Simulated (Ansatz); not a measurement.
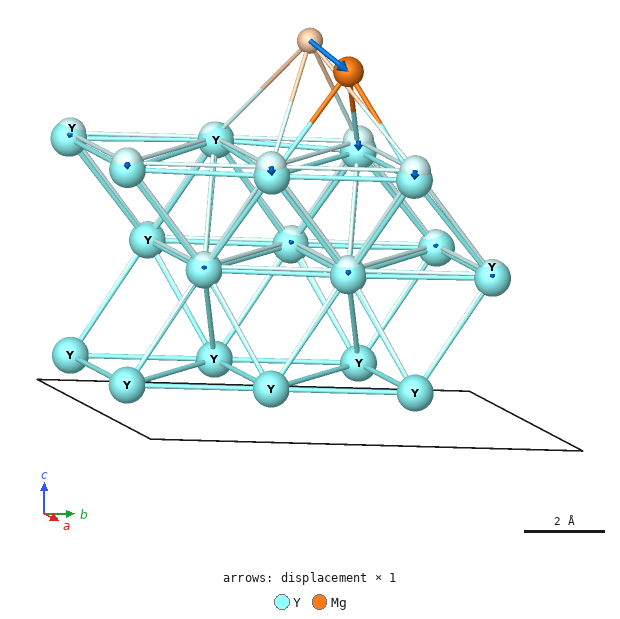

This is a constrained relaxation of a slab of composition Y₁₈Mg. The starting structure is drawn faded, the final one solid; blue arrows show the displacements, at their true length.

Style: ball-and-stick. Shown: the cell of the calculation, outlined in the plane, without the vacuum (origin shifted), slightly off an axis.

It is Mg on Y(0001), set down by a guess. The run prepares an end point of a later path (adatom hop) calculation, from a guessed geometry. 6 atoms are held fixed.

These are results of Ansatz 0.2.0, DFT PBE-D3(BJ), scalar-relativistic, plane waves, PAW, not measurements. Set-up: plane-wave cutoff 420 eV; k-point mesh 3 × 2 × 1; occupations fermi dirac; smearing width 0.15 eV; no spin polarisation; atoms relaxed in a fixed cell; force threshold 0.03 eV/Å; at most 60 steps.

> What did the optimiser do to the structure, and how much energy did it gain?

The Mg atom moves most: 1.31 Å at 59° to the normal (−c side). Largest moves by element: Mg 1.31 Å, Y 0.26 Å. The cell stays as it was. Some distances before and after: Mg–Y 4.366 → 3.268 Å, Mg–Y 4.257 → 4.787 Å, Mg–Y 3.509 → 3.255 Å, Mg–Y 3.399 → 3.267 Å. Among the angles between lasting bonds that change: Y–Mg–Y 63.8° → 67.3°. The energy falls by 0.315 eV per cell of the calculation in 12 accepted moves (13 points after the start). Largest force component: 0.34 eV/Å at the start, 0.0018 eV/Å at the end. The line search rejected the trial step at point 11 of the run. The forces were under the threshold at step 5, but the run went on from there.

Limits of the set-up: the periodic images lie only 7.3 Å apart, so the values are limited by the cell's size.
